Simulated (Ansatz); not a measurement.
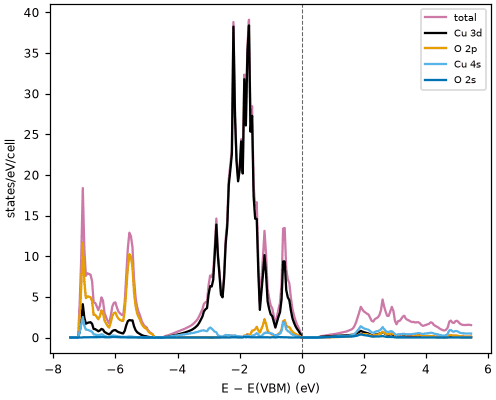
Total and projected density of states of Cu$_{2}$O in space group Pn-3m (No. 224; Cu on 4c, O on 2a), PBE (plane waves, PAW; program Ansatz)

Problem. Which orbitals carry the states next to the gap?

Solution. Top 1 eV of the valence band: Cu 3d 70 %, O 2p 16 %, Cu 4s 12 %. Bottom 1 eV of the conduction band: Cu 3d 43 %, Cu 4s 25 %, O 2s 18 %, O 2p 12 %. Projections are on Löwdin-orthogonalised atomic valence shells; empty p or d shells of many metals are not among them.

Problem. Where is the tallest occupied peak in this window, and what makes it?

Solution. Near -1.7 eV, about 39 states/eV per cell; the largest projected share is Cu 3d.

Symmetry was held in the PBE relaxation. The run is not spin-polarised. No Hubbard U is applied.

Potentials: the later of the program's two PAW sets.
